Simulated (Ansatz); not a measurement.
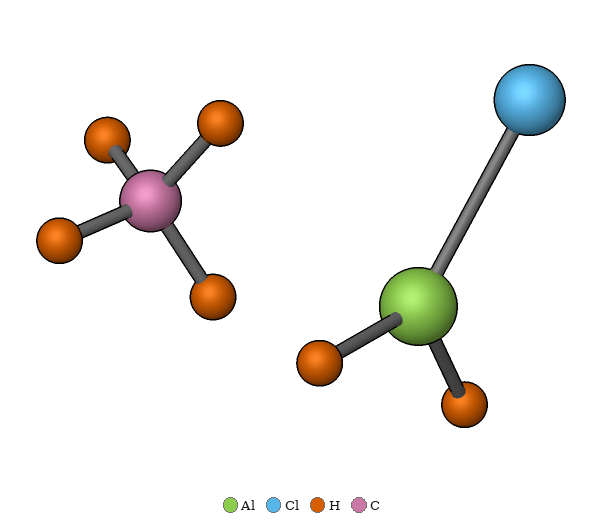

Sticks follow a distance rule. Harmonic vibrations computed with RKS PBE0-D4/def2-TZVP (Ansatz 0.2.0) at a stationary point of the same level.

Minimum or transition state?

Answer. A minimum: no imaginary frequency, and the lowest mode lies at 49 cm⁻¹.

List the wavenumbers.

Answer. 21 modes: 49, 99, 114, 125, 241, 346, 509, 513, 633, 768, 1280, 1340, 1355, 1546, 1566, 1956, 1969, 3007, 3110, 3144, 3191 cm⁻¹.
